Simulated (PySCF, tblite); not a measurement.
# C3H5F, a complex of two parts: NMR shifts, interaction energy, infrared bands, spin-spin couplings and electronic excitations, part 3 of 3

tblite 0.8.0 and PySCF 2.14.0. Atoms count from 0, parts from 1. The steps go on from the part before.

## (8) Spin-spin couplings: B3LYP/pcJ-1

What the job is given:

```
{"job": {"kind": "j", "xc": "B3LYP", "basis": "pcJ-1"}, "charge": 0, "multiplicity": 1, "parts": [{"atoms": "0-3", "charge": 0, "multiplicity": 1}, {"atoms": "4-8", "charge": 0, "multiplicity": 1}]}
C     -0.938468     0.102502     0.067691
C      0.111152    -0.494621     0.119813
H     -1.878377     0.624594     0.019429
H      1.047983    -1.016847     0.165846
C     -4.568084    -0.408404     0.120655
F     -4.020492     0.850761    -0.042316
H     -4.963018    -0.490333     1.142255
H     -3.782262    -1.159039    -0.043158
H     -5.376313    -0.537439    -0.611842
```

Level: B3LYP/pcJ-1 indirect spin-spin coupling, non-relativistic, gas phase.

The log of the run:

```text
coarse grid: 7448 points
cycle   1  E = -217.0018154766  dE =  7.057e-02  |g| = 5.314e-01  |ddm| = 2.331e+00
cycle   2  E = -216.9768642458  dE =  2.495e-02  |g| = 6.991e-01  |ddm| = 8.483e-01
cycle   3  E = -217.0525768973  dE = -7.571e-02  |g| = 8.931e-02  |ddm| = 4.734e-01
cycle   4  E = -217.0537820178  dE = -1.205e-03  |g| = 3.192e-02  |ddm| = 6.334e-02
cycle   5  E = -217.0539344380  dE = -1.524e-04  |g| = 1.758e-02  |ddm| = 2.574e-02
cycle   6  E = -217.0540083899  dE = -7.395e-05  |g| = 3.597e-03  |ddm| = 1.146e-02
cycle   7  E = -217.0540114031  dE = -3.013e-06  |g| = 2.739e-04  |ddm| = 2.071e-03
final grid: 72088 points
cycle   8  E = -217.0905057727  dE = -9.011e-05  |g| = 5.538e-03  |ddm| = 1.648e-02
cycle   9  E = -217.0905018662  dE =  3.906e-06  |g| = 7.443e-03  |ddm| = 6.703e-03
cycle  10  E = -217.0905119403  dE = -1.007e-05  |g| = 8.516e-04  |ddm| = 3.807e-03
cycle  11  E = -217.0905120317  dE = -9.137e-08  |g| = 3.900e-04  |ddm| = 8.110e-04
cycle  12  E = -217.0905120531  dE = -2.141e-08  |g| = 1.566e-04  |ddm| = 2.855e-04
cycle  13  E = -217.0905120591  dE = -6.021e-09  |g| = 2.168e-05  |ddm| = 9.679e-05
cycle  14  E = -217.0905120592  dE = -1.024e-10  |g| = 4.907e-06  |ddm| = 1.448e-05
converged SCF energy = -217.0905120592

Indirect spin-spin couplings (Hz)
  i      j    bonds     total        FC       PSO       DSO        SD
  0 C    1 C    1    206.871   186.050     8.366     0.027    12.428
  0 C    2 H    1    276.042   276.153    -1.298     0.459     0.728
  0 C    3 H    2     52.605    47.202     5.845    -1.283     0.840
  0 C    4 C   99      0.162     0.140     0.017     0.008    -0.002
  0 C    5 F   99     32.850    32.642    -0.351     0.132     0.427
  1 C    2 H    2     55.129    49.593     5.871    -1.220     0.884
  1 C    3 H    1    270.428   270.366    -0.955     0.325     0.692
  1 C    5 F   99      5.718     5.030     0.639    -0.147     0.196
  2 H    3 H    3     11.540     9.909     4.266    -3.253     0.618
  2 H    4 C   99      0.237     0.232    -0.019     0.077    -0.053
  2 H    5 F   99     -7.566    -6.870    -4.355     2.167     1.491
  2 H    7 H   99      0.305     0.154    -1.376     1.508     0.020
  3 H    5 F   99      1.106     1.091     0.647    -0.680     0.048
  4 C    5 F    1   -222.371  -279.865    33.798     0.458    23.239
  4 C    6 H    1    155.328   154.529    -0.093     0.669     0.224
  4 C    7 H    1    155.660   154.858    -0.119     0.686     0.236
  4 C    8 H    1    155.499   154.705    -0.096     0.665     0.225
  5 F    6 H    2     53.485    45.976    12.384    -1.708    -3.167
  5 F    7 H    2     48.851    41.110    12.490    -1.656    -3.092
  5 F    8 H    2     55.001    47.279    12.621    -1.713    -3.187
  6 H    7 H    2     -9.544    -9.806     2.732    -2.785     0.315
  6 H    8 H    2     -9.130    -9.372     2.798    -2.869     0.313
  7 H    8 H    2     -9.458    -9.710     2.749    -2.807     0.310

== part 1 alone, relaxed ==
coarse grid: 3416 points
cycle   1  E = -77.2944560337  dE =  8.535e-02  |g| = 3.217e-01  |ddm| = 1.724e+00
cycle   2  E = -77.2975671078  dE = -3.111e-03  |g| = 2.977e-01  |ddm| = 5.035e-01
cycle   3  E = -77.3204739235  dE = -2.291e-02  |g| = 1.325e-02  |ddm| = 2.059e-01
cycle   4  E = -77.3205131330  dE = -3.921e-05  |g| = 1.723e-03  |ddm| = 1.043e-02
cycle   5  E = -77.3205137172  dE = -5.842e-07  |g| = 1.262e-04  |ddm| = 1.486e-03
final grid: 33160 points
cycle   6  E = -77.3389540343  dE = -3.330e-05  |g| = 2.386e-03  |ddm| = 8.431e-03
cycle   7  E = -77.3389542414  dE = -2.071e-07  |g| = 2.111e-03  |ddm| = 3.125e-03
cycle   8  E = -77.3389554231  dE = -1.182e-06  |g| = 1.304e-04  |ddm| = 1.521e-03
cycle   9  E = -77.3389554259  dE = -2.807e-09  |g| = 1.957e-05  |ddm| = 6.427e-05
cycle  10  E = -77.3389554258  dE =  1.027e-10  |g| = 2.759e-05  |ddm| = 2.509e-05
converged SCF energy = -77.3389554258

Indirect spin-spin couplings (Hz)
  i      j    bonds     total        FC       PSO       DSO        SD
  0 C    1 C    1    213.574   192.019     8.861     0.017    12.678
  0 C    2 H    1    273.485   273.474    -0.996     0.305     0.703
  0 C    3 H    2     53.790    48.366     5.910    -1.312     0.827
  1 C    2 H    2     53.791    48.366     5.910    -1.312     0.827
  1 C    3 H    1    273.484   273.473    -0.996     0.305     0.703
  2 H    3 H    3     11.489     9.879     4.462    -3.482     0.631

== part 2 alone, relaxed ==
coarse grid: 4032 points
cycle   1  E = -139.6988732870  dE = -1.360e-02  |g| = 4.445e-01  |ddm| = 1.452e+00
cycle   2  E = -139.6692751614  dE =  2.960e-02  |g| = 6.596e-01  |ddm| = 5.782e-01
cycle   3  E = -139.7284140184  dE = -5.914e-02  |g| = 3.753e-02  |ddm| = 3.331e-01
cycle   4  E = -139.7286164833  dE = -2.025e-04  |g| = 1.807e-02  |ddm| = 2.855e-02
cycle   5  E = -139.7286885916  dE = -7.211e-05  |g| = 3.377e-03  |ddm| = 1.209e-02
cycle   6  E = -139.7286907675  dE = -2.176e-06  |g| = 1.873e-04  |ddm| = 1.984e-03
final grid: 38928 points
cycle   7  E = -139.7466866129  dE = -5.420e-05  |g| = 5.083e-03  |ddm| = 7.114e-03
cycle   8  E = -139.7466823117  dE =  4.301e-06  |g| = 7.326e-03  |ddm| = 5.521e-03
cycle   9  E = -139.7466913297  dE = -9.018e-06  |g| = 5.361e-04  |ddm| = 3.176e-03
cycle  10  E = -139.7466913699  dE = -4.015e-08  |g| = 2.545e-04  |ddm| = 4.743e-04
cycle  11  E = -139.7466913812  dE = -1.138e-08  |g| = 1.186e-05  |ddm| = 1.467e-04
cycle  12  E = -139.7466913812  dE = -1.612e-11  |g| = 8.964e-07  |ddm| = 4.960e-06
converged SCF energy = -139.7466913812

Indirect spin-spin couplings (Hz)
  i      j    bonds     total        FC       PSO       DSO        SD
  0 C    1 F    1   -233.069  -287.187    31.406     0.415    22.298
  0 C    2 H    1    153.589   152.756    -0.032     0.653     0.211
  0 C    3 H    1    153.585   152.752    -0.032     0.653     0.211
  0 C    4 H    1    153.592   152.760    -0.032     0.653     0.211
  1 F    2 H    2     52.459    44.614    12.897    -1.859    -3.193
  1 F    3 H    2     52.474    44.631    12.895    -1.859    -3.194
  1 F    4 H    2     52.470    44.626    12.897    -1.859    -3.193
  2 H    3 H    2     -9.230    -9.461     2.807    -2.888     0.312
  2 H    4 H    2     -9.228    -9.459     2.807    -2.888     0.312
  3 H    4 H    2     -9.229    -9.460     2.808    -2.889     0.312
```

Wall time 23 s (1 thread of Arm Neoverse V1, shared host); peak memory 0.79 GiB.

Beyond four bonds or across contacts, the largest of 1 Hz or more: C0–F5 32.9 Hz, H2–F5 -7.6 Hz, C1–F5 5.7 Hz, H3–F5 1.1 Hz.

A choice of the couplings up to four bonds, sorted by the number of bonds; isotopes 13C, 19F, 1H:

| pair | bonds | J (Hz) | Fermi contact (Hz) |
| --- | --- | --- | --- |
| C0–H2 | 1 | 276.0 | 276.2 |
| C1–H3 | 1 | 270.4 | 270.4 |
| C4–F5 | 1 | -222.4 | -279.9 |
| C0–C1 | 1 | 206.9 | 186.1 |
| C4–H7 | 1 | 155.7 | 154.9 |
| C4–H8 | 1 | 155.5 | 154.7 |
| C4–H6 | 1 | 155.3 | 154.5 |
| C1–H2 | 2 | 55.1 | 49.6 |
| F5–H8 | 2 | 55.0 | 47.3 |
| F5–H6 | 2 | 53.5 | 46.0 |
| C0–H3 | 2 | 52.6 | 47.2 |
| F5–H7 | 2 | 48.9 | 41.1 |
| H6–H7 | 2 | -9.5 | -9.8 |
| H7–H8 | 2 | -9.5 | -9.7 |
| H6–H8 | 2 | -9.1 | -9.4 |
| H2–H3 | 3 | 11.5 | 9.9 |

Against the parts alone, each relaxed by itself:

| pair | alone (Hz) | in the cluster | change (Hz) |
| --- | --- | --- | --- |
| C4–F5 | -233.1 | -222.4 | +10.7 |
| C0–C1 | 213.6 | 206.9 | -6.7 |
| F5–H7 | 52.5 | 48.9 | -3.6 |
| C1–H3 | 273.5 | 270.4 | -3.1 |
| C0–H2 | 273.5 | 276.0 | +2.6 |
| F5–H8 | 52.5 | 55.0 | +2.5 |

## (9) Excited states and response: CAM-B3LYP/def2-SVPD

What the job is given:

```
{"job": {"kind": "uv", "xc": "CAM-B3LYP", "basis": "def2-SVPD", "nstates": 6, "ntriplets": 2}, "charge": 0, "multiplicity": 1, "parts": [{"atoms": "0-3", "charge": 0, "multiplicity": 1}, {"atoms": "4-8", "charge": 0, "multiplicity": 1}]}
C     -0.938468     0.102502     0.067691
C      0.111152    -0.494621     0.119813
H     -1.878377     0.624594     0.019429
H      1.047983    -1.016847     0.165846
C     -4.568084    -0.408404     0.120655
F     -4.020492     0.850761    -0.042316
H     -4.963018    -0.490333     1.142255
H     -3.782262    -1.159039    -0.043158
H     -5.376313    -0.537439    -0.611842
```

Method: TDDFT CAM-B3LYP/def2-SVPD, vertical, gas phase, core orbitals frozen in the response.

The log of the run:

```text
coarse grid: 7448 points
cycle   1  E = -216.7470469817  dE =  6.859e-02  |g| = 4.575e-01  |ddm| = 8.130e+00
cycle   2  E = -216.7459163272  dE =  1.131e-03  |g| = 5.191e-01  |ddm| = 1.628e+00
cycle   3  E = -216.7889769585  dE = -4.306e-02  |g| = 5.840e-02  |ddm| = 4.807e-01
cycle   4  E = -216.7895614775  dE = -5.845e-04  |g| = 1.521e-02  |ddm| = 1.516e-01
cycle   5  E = -216.7896156162  dE = -5.414e-05  |g| = 5.150e-03  |ddm| = 7.350e-02
cycle   6  E = -216.7896201827  dE = -4.566e-06  |g| = 3.003e-03  |ddm| = 1.251e-02
final grid: 72088 points
cycle   7  E = -216.8274010544  dE = -1.517e-05  |g| = 5.577e-03  |ddm| = 4.638e-02
cycle   8  E = -216.8273912123  dE =  9.842e-06  |g| = 8.535e-03  |ddm| = 1.396e-02
cycle   9  E = -216.8274083884  dE = -1.718e-05  |g| = 6.079e-04  |ddm| = 8.189e-03
cycle  10  E = -216.8274084711  dE = -8.264e-08  |g| = 1.590e-04  |ddm| = 8.539e-04
cycle  11  E = -216.8274084752  dE = -4.103e-09  |g| = 7.482e-05  |ddm| = 2.188e-04
cycle  12  E = -216.8274084761  dE = -9.516e-10  |g| = 7.033e-06  |ddm| = 6.708e-05
converged SCF energy = -216.8274084761

Static polarisability (au): isotropic 39.876, principal 33.265 35.389 50.975

Singlet excitations
state   eV       nm        f      main configurations
  1   6.5529    189.2   0.00000   H-1->L+2 0.39, H->L+1 0.30, H->L+3 0.14
  2   6.8378    181.3   0.00016   H->L+2 0.46, H-1->L+1 0.27, H-1->L+3 0.13
  3   6.8388    181.3   0.00002   H-1->L+2 0.53, H->L+1 0.23, H->L+3 0.11
  4   8.1542    152.0   0.08465   H->L 0.46, H->L+1 0.35, H->L+3 0.13
  5   8.1700    151.8   0.10934   H-1->L 0.46, H-1->L+1 0.34, H-1->L+3 0.14
  6   8.7599    141.5   0.00061   H->L+3 0.49, H->L+5 0.18, H->L 0.16

Triplet excitations (Tamm-Dancoff, eV): 5.3249 5.8606

== part 1 alone, relaxed ==
coarse grid: 3416 points
cycle   1  E = -77.1922182014  dE =  7.770e-02  |g| = 2.320e-01  |ddm| = 5.563e+00
cycle   2  E = -77.2025467175  dE = -1.033e-02  |g| = 1.369e-01  |ddm| = 1.381e+00
cycle   3  E = -77.2076079389  dE = -5.061e-03  |g| = 1.320e-02  |ddm| = 3.060e-01
cycle   4  E = -77.2076655258  dE = -5.759e-05  |g| = 1.672e-03  |ddm| = 8.531e-02
cycle   5  E = -77.2076665092  dE = -9.834e-07  |g| = 9.959e-05  |ddm| = 2.151e-02
final grid: 33160 points
cycle   6  E = -77.2258176848  dE = -8.485e-06  |g| = 1.092e-03  |ddm| = 3.580e-02
cycle   7  E = -77.2258179026  dE = -2.177e-07  |g| = 7.231e-04  |ddm| = 3.848e-03
cycle   8  E = -77.2258180482  dE = -1.457e-07  |g| = 3.205e-05  |ddm| = 1.412e-03
cycle   9  E = -77.2258180486  dE = -3.737e-10  |g| = 3.728e-06  |ddm| = 1.801e-04
converged SCF energy = -77.2258180486

Static polarisability (au): isotropic 22.337, principal 17.840 17.840 31.331

Singlet excitations
state   eV       nm        f      main configurations
  1   6.5623    188.9   0.00000   H->L+2 0.40, H-1->L+1 0.40, H->L+1 0.09
  2   6.8501    181.0   0.00000   H->L+1 0.38, H-1->L+2 0.38, H->L+2 0.11
  3   6.8501    181.0   0.00000   H-1->L+1 0.38, H->L+2 0.38, H-1->L+2 0.11
  4   8.3133    149.1   0.10084   H->L 0.99
  5   8.3133    149.1   0.10083   H-1->L 0.99
  6   8.6865    142.7   0.00000   H-1->L+3 0.98

Triplet excitations (Tamm-Dancoff, eV): 5.3186 5.8605

== part 2 alone, relaxed ==
coarse grid: 4032 points
cycle   1  E = -139.5480475766  dE = -1.305e-02  |g| = 4.065e-01  |ddm| = 2.200e+00
cycle   2  E = -139.5355149682  dE =  1.253e-02  |g| = 5.213e-01  |ddm| = 6.320e-01
cycle   3  E = -139.5774009023  dE = -4.189e-02  |g| = 2.461e-02  |ddm| = 3.056e-01
cycle   4  E = -139.5774900174  dE = -8.912e-05  |g| = 5.609e-03  |ddm| = 2.241e-02
cycle   5  E = -139.5774959875  dE = -5.970e-06  |g| = 2.363e-03  |ddm| = 9.376e-03
final grid: 38928 points
cycle   6  E = -139.5972160935  dE = -1.028e-05  |g| = 4.425e-03  |ddm| = 1.571e-02
cycle   7  E = -139.5972161991  dE = -1.056e-07  |g| = 4.678e-03  |ddm| = 9.075e-03
cycle   8  E = -139.5972203094  dE = -4.110e-06  |g| = 5.771e-04  |ddm| = 3.847e-03
cycle   9  E = -139.5972203667  dE = -5.729e-08  |g| = 6.083e-05  |ddm| = 4.611e-04
cycle  10  E = -139.5972203673  dE = -6.611e-10  |g| = 7.168e-06  |ddm| = 5.885e-05
converged SCF energy = -139.5972203673

Static polarisability (au): isotropic 16.834, principal 16.461 16.461 17.580

Singlet excitations
state   eV       nm        f      main configurations
  1   9.3162    133.1   0.02160   H->L 0.81, H->L+1 0.14
  2   9.3163    133.1   0.02160   H-1->L 0.81, H-1->L+1 0.14
  3   9.9874    124.1   0.02879   H->L+1 0.80, H->L 0.15
  4   9.9875    124.1   0.02880   H-1->L+1 0.80, H-1->L 0.15
  5  11.3933    108.8   0.04099   H->L+2 0.49, H-1->L+3 0.49
  6  11.3933    108.8   0.04098   H->L+3 0.49, H-1->L+2 0.49

Triplet excitations (Tamm-Dancoff, eV): 8.9810 8.9811
```

It took 9.8 s on 1 thread of Arm Neoverse V1, shared host; peak memory 0.58 GiB.

The orbitals next to the gap, with their largest atomic shares:

| orbital | eV | atoms |
| --- | --- | --- |
| HOMO−3 | -11.77 | F5 50 %, C4 25 %, H7 13 % |
| HOMO−2 | -11.75 | F5 50 %, C4 25 %, H6 15 % |
| HOMO−1 | -9.62 | C1 45 %, C0 45 %, H3 4 % |
| HOMO | -9.61 | C1 46 %, C0 45 %, H3 5 % |
| LUMO | 1.33 | C4 43 %, H8 10 %, H6 10 % |
| LUMO+1 | 1.94 | C1 44 %, C0 32 %, H3 12 % |
| LUMO+2 | 2.01 | C1 37 %, C0 36 %, H3 11 % |

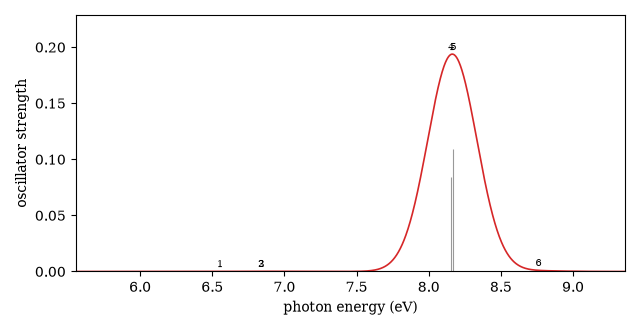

Absorption spectrum from the 6 singlet states computed; above the last one it falls off for lack of states. Lines are broadened to a width of 0.40 eV (Gaussian).

Ground-state properties from the same run:

| property | computed |
| --- | --- |
| dipole moment (D) | 2.01 |
| polarisability (Å³) | 5.91 |
| HOMO–LUMO gap (eV) | 10.95 |
| −ε(HOMO) (eV) | 9.61 |

Against the parts alone, each relaxed by itself:

| part | S1 alone (eV) | f | α alone (Å³) |
| --- | --- | --- | --- |
| 1 | 6.56 | 0.000 | 3.31 |
| 2 | 9.32 | 0.022 | 2.49 |

## (10) Side by side

Energies in kcal/mol, with wall time:

| run | counterpoise | BSSE | electrostatic | Pauli | orbital | dispersion | time |
| --- | --- | --- | --- | --- | --- | --- | --- |
| wB97M-D3(BJ)/def2-TZVPD | -2.25 | 0.06 | -3.26 | 2.81 | -1.02 | -0.83 | 34 s |
| PBE0-D3(BJ)/def2-TZVPD | -2.35 | 0.04 | -3.17 | 2.46 | -1.07 | -0.62 | 16 s |

## (11) What came out

What follows sums up all 3 parts.

| quantity | value |
| --- | --- |
| binding energy (GFN2-xTB) | -1.30 kcal/mol |
| point group | C1 |
| rotational constants (main isotopes) | 24.65, 2.11, 1.97 GHz |
| shieldings of C, H (PBE0/pcSseg-2) | C0 105.1, C1 107.6, C4 109.4, H7 26.9, H8 27.0, H6 27.0, H2 29.1, H3 30.0 ppm and more |
| largest proton shift on binding | H2, +0.87 ppm |
| interaction energy, counterpoise (wB97M-D3(BJ)/def2-TZVPD) | -2.25 kcal/mol |
| superposition error | 0.06 kcal/mol |
| binding energy (with deformation) | -2.24 kcal/mol |
| strongest single infrared mode (PBE0-D3(BJ)/def2-SVPD) | 3392 cm⁻¹ |
| largest coupling of the table (B3LYP/pcJ-1) | ¹J(C,H) C0–H2, 276.0 Hz |
| lowest singlet (CAM-B3LYP/def2-SVPD) | 6.55 eV (189 nm), f = 0.000 |
| brightest single state of those computed | state 5, 8.17 eV, f = 0.109 |
| lowest triplet | 5.32 eV |
| range of the interaction energy over the runs of this table | -2.35 to -2.25 kcal/mol |

What this shows: In the structure that the search hands on, at its xTB geometry, the leading contact, judged by the atoms' radii, is H2···F5 (weak hydrogen bond, 2.47 Å). A later relaxation moves these distances. The start of the PBE0/def2-SVPD relaxation was shaken at random by about 0.01 Å, so part of the energy gained, and of the first lengths quoted, undoes that. Over 28 steps the energy fell by 0.182 eV; of the close pairs, C0–C1 changed most, 1.167 to 1.209 Å. Hydrogens of an XH3 group are listed apart at this fixed geometry; free rotation makes them one line at their mean. On binding (GIAO PBE0/pcSseg-2 NMR shielding, non-relativistic, gas phase), H2 moves most among the protons, 0.87 ppm downfield. A part with a negative deformation was relaxed at another level. No mode is imaginary at PBE0-D3(BJ)/def2-SVPD; the softest lies at 36 cm⁻¹. The interaction energy runs from -2.35 (PBE0-D3(BJ)/def2-TZVPD) to -2.25 kcal/mol (wB97M-D3(BJ)/def2-TZVPD).
